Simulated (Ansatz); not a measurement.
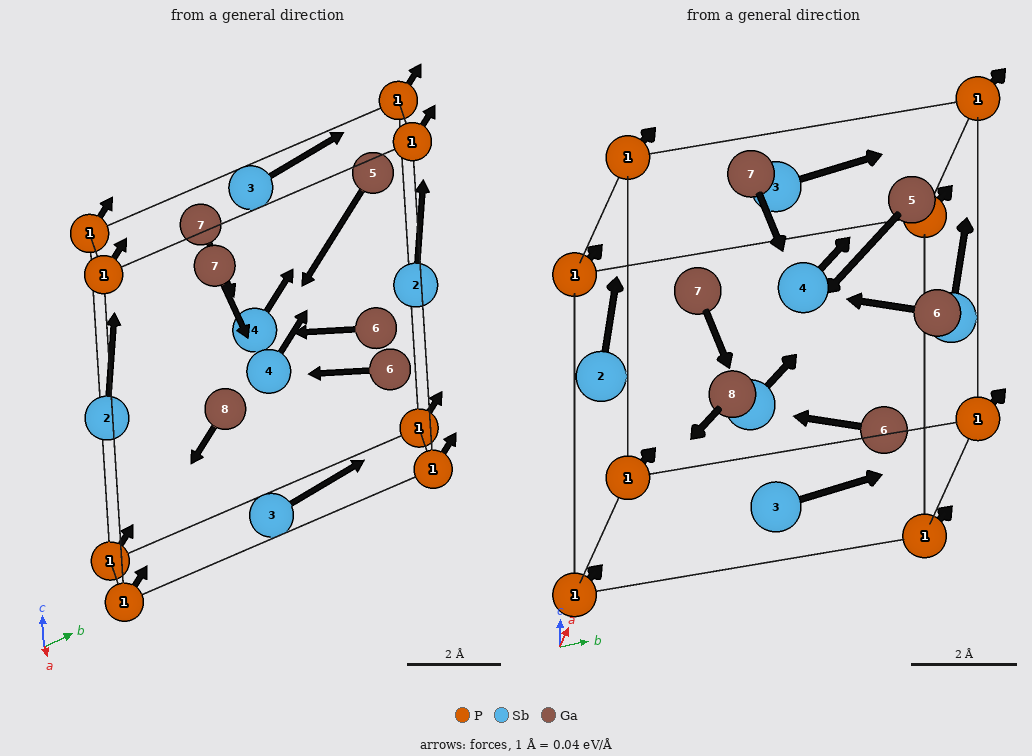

This spheres-only model is shown from two general directions. The wireframe shows the simulation cell. The arrows are the computed forces on the atoms.

System: Ga₄Sb₃P. Theory: Ansatz 0.2.0, DFT, HSE06, plane waves, PAW. Numerical settings: a 420 eV plane-wave basis, k-point mesh 4×2×2, Fermi-Dirac smearing of 0.02 eV, no spin polarisation.

Do the forces show a relaxed structure?

Answer. No. The atoms still feel forces of up to about 0.1 eV/Å, above a usual threshold of 0.01 to 0.03 eV/Å.

Which atom has the biggest force on it?

Answer. Ga5, about 0.1 eV/Å.

What is the mean force per element?

Answer. Mean magnitudes: about Ga 0.063 eV/Å, Sb 0.066 eV/Å, P 0.023 eV/Å.

The cell started as a structure type filled with these elements by a generator (whether the compound takes this form wasn't checked). Earlier steps of the study, as a rule a relaxation of our own, may have changed the cell and positions, so they can lie some per cent off the listed ones. It was run through Ansatz as a DFT input.
